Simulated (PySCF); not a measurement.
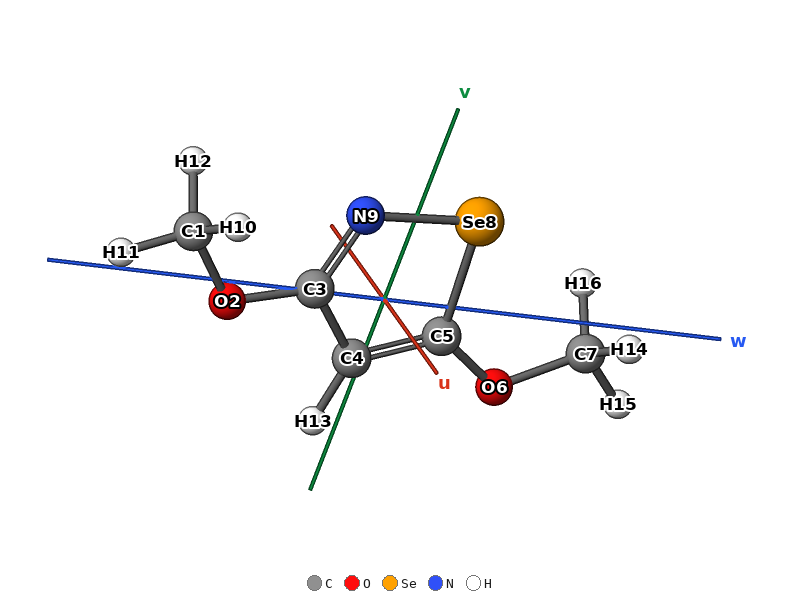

The lines u, v and w are the principal axes of the static dipole polarisability. The computed structure is the end point of a PBE0-D3(BJ)/def2-SVP optimisation. No frequency run is at hand to confirm it as a minimum. Computed with CAM-B3LYP/def2-SVPD (PySCF 2.14.0).

Question. Along which axis is the molecule most polarisable, and along which least?

Answer. Most along w (nearly parallel to the Se8–N9 bond), least along u.

Question. Give the three principal values.

Answer. u 67.6, v 97.0, w 136.6 bohr³; mean 100.4, anisotropy 60.0 bohr³.
